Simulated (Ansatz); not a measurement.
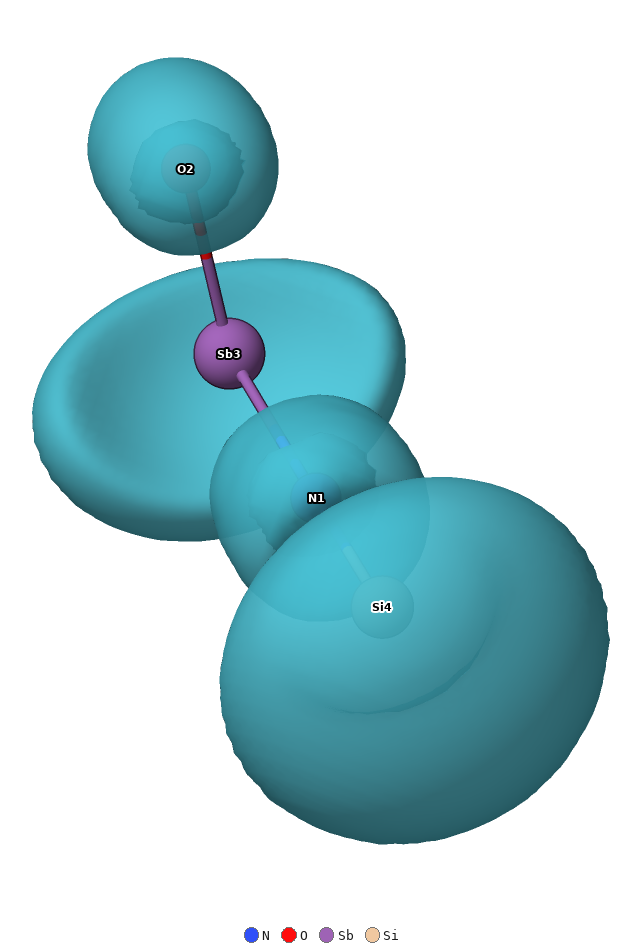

*NOSbSi (SMILES [O]=[Sb][N]=[Si]). Isosurface of the ELF at 0.75 (cyan), seen at an oblique angle. Core shells and regions of very low density are left out.*

Geometry: B3LYP-D3(BJ)/def2-SVP; core potentials replace the inner electrons of Sb.

These are results of Ansatz, isolated molecule in a Gaussian basis; Kohn-Sham density functional theory, functional PBE0, not measurements.

Where are the electrons localised?

At this value the surface marks out one lobe on Sb, pointing away from the bonds (lone pairs), one lobe on Si, pointing away from the bonds (lone pairs), one region wrapped around N (its valence shell) and one region wrapped around O (its valence shell). Profiles from the grid: Si–N (1.59 Å): the ELF peaks at about 0.85 between the atoms: a polar covalent bond. Sb–O (1.84 Å): the ELF peaks at about 0.80 in the valence shell of O, 0.6 Å from its nucleus, and drops to about 0.15 between the two atoms.
